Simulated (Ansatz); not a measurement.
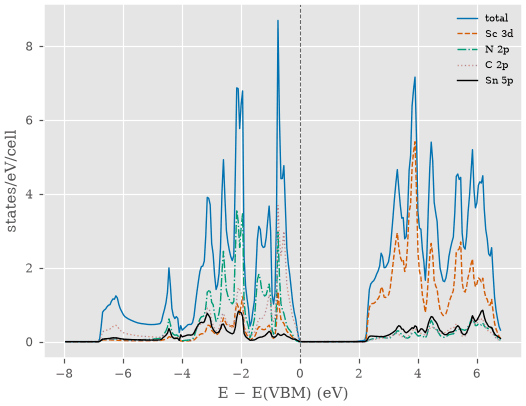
Total and projected density of states of ScSnCN in space group P3m1 (No. 156; Sc on 1b, Sn on 1c, C on 1b, N on 1c), PBE (plane waves, PAW; program Ansatz)

Problem. Which orbitals carry the states next to the gap?

Solution. Top 1 eV of the valence band: C 2p 53 %, N 2p 24 %, Sc 3d 13 %, Sn 5p 5 %. Bottom 1 eV of the conduction band: Sc 3d 62 %, Sn 5s 8 %, Sn 5p 8 %, outside the projected shells 7 %. Projections are on Löwdin-orthogonalised atomic valence shells; empty p or d shells of many metals are not among them.

Problem. Where is the tallest occupied peak in this window, and what makes it?

Solution. Near -0.8 eV, about 8.7 states/eV per cell; the largest projected share is C 2p.

The start of the workflow was typed in or built on a structure type; neither database checked (COD, Materials Project) lists it. Its standing as an ambient phase is unchecked. The cell was relaxed with PBE under the symmetry of its start; its stability against distortions is not shown here. No spin polarisation was allowed. Spin–orbit coupling is left out wherever it is not named.

Potentials: the earlier of the program's two PAW sets.
